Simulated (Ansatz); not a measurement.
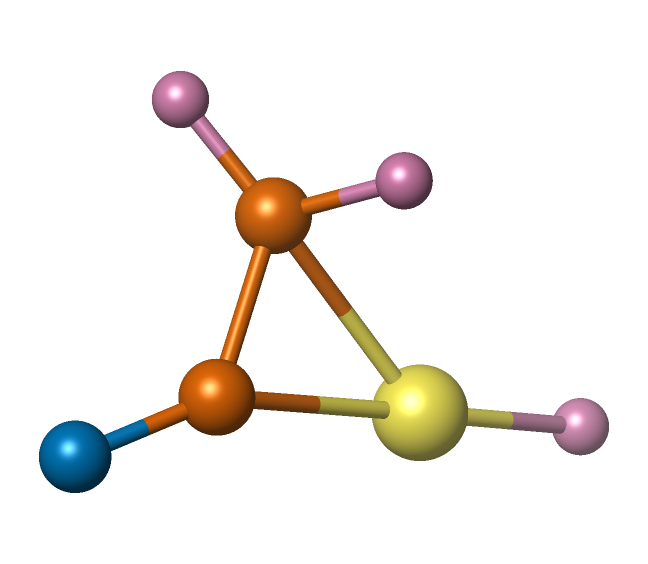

A ball-and-stick model of a molecule. Every bond is drawn as one stick, whatever its order. Colours: oxygen blue, carbon orange, aluminium yellow, hydrogen pink.

Description:

Formula C₂H₃AlO. Its SMILES string is `O=[C]1[CH2][AlH]1`. This geometry has C1 symmetry. Coordination, clear cases only: 1 Al T-shaped.

The parts below concern this one geometry. Atoms keep their numbers from picture to picture. Computed geometry: PBE0-D4/def2-TZVP optimisation.

Shape

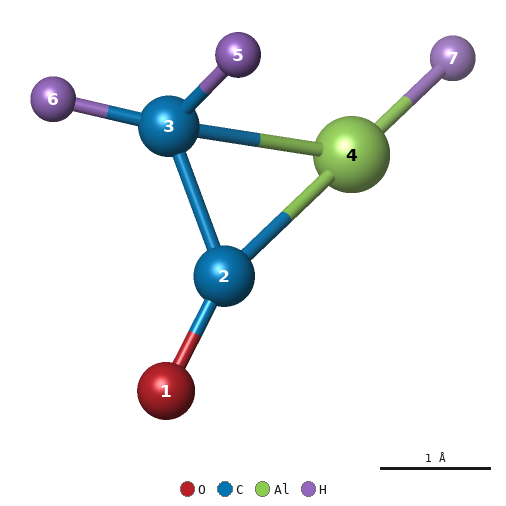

The atoms are numbered.

Estimate the angles O1–C2–C3, O1–C2–Al4, C3–C2–Al4, C2–C3–Al4, C2–C3–H5, C2–C3–H6, Al4–C3–H5, Al4–C3–H6, H5–C3–H6, C2–Al4–C3, C2–Al4–H7, C3–Al4–H7.

| angle | degrees |
| --- | --- |
| O1–C2–C3 | 133.0 |
| O1–C2–Al4 | 148.3 |
| C3–C2–Al4 | 68.4 |
| C2–C3–Al4 | 68.1 |
| C2–C3–H5 | 107.9 |
| C2–C3–H6 | 122.8 |
| Al4–C3–H5 | 83.8 |
| Al4–C3–H6 | 153.1 |
| H5–C3–H6 | 112.0 |
| C2–Al4–C3 | 43.6 |
| C2–Al4–H7 | 178.9 |
| C3–Al4–H7 | 136.7 |

Levels of theory compared

Program: Ansatz 0.2.0.

At this fixed geometry, give HOMO–LUMO gap (eV), dipole (D) at these levels: B3LYP-D4/def2-TZVPP; PBE-D4/def2-TZVPP; r2SCAN-D4/def2-TZVPP; ωB97M-V/def2-TZVPP.

```csv
level,HOMO–LUMO gap (eV),dipole (D)
B3LYP-D4/def2-TZVPP,3.63,3.40
PBE-D4/def2-TZVPP,2.15,3.03
r2SCAN-D4/def2-TZVPP,2.53,3.24
ωB97M-V/def2-TZVPP,7.73,3.61
```

Thermal motion

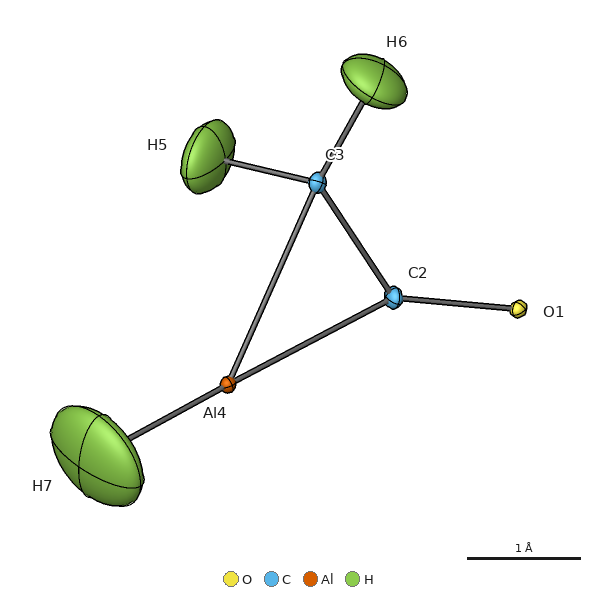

Displacement ellipsoids at the 50 % level, enlarged 1.5 times, from the internal vibrations of the free molecule (harmonic, no overall translation or rotation; no half-axis is drawn under 0.075 Å). Vibrations computed with RKS PBE0-D4/def2-TZVP (Ansatz 0.2.0). Temperature: 0 K (zero-point motion alone).

List U_eq and the three principal root-mean-square amplitudes for each kind of atom.

| atom | U_eq (Å²) | rms amplitudes (Å) |
| --- | --- | --- |
| O1 | 0.00089 | 0.021, 0.028, 0.038 |
| C2 | 0.0018 | 0.033, 0.043, 0.049 |
| C3 | 0.0012 | 0.021, 0.038, 0.041 |
| Al4 | 0.00049 | 0.014, 0.022, 0.028 |
| H5 | 0.0177 | 0.076, 0.133, 0.172 |
| H6 | 0.0157 | 0.079, 0.138, 0.148 |
| H7 | 0.0353 | 0.097, 0.199, 0.239 |

Charges

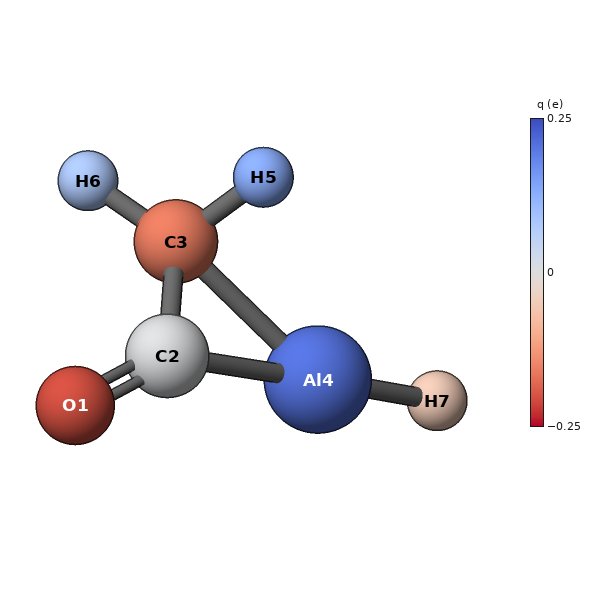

Atoms are coloured by their Mulliken charges. Level of theory: RKS PBE-D4/def2-TZVPP (Ansatz 0.2.0).

**Which atom carries the highest charge (most positive or least negative)?**

Al4 (0.20 e).

**And the lowest?**

O1 (−0.20 e).

Give the Mulliken charges atom by atom.

```
atom  value (e)
  O1      −0.20
  C2       0.00
  C3      −0.15
 Al4       0.20
  H5       0.12
  H6       0.07
  H7      −0.05
```

Mulliken values depend strongly on the basis set and can even reverse the polarity of a bond.
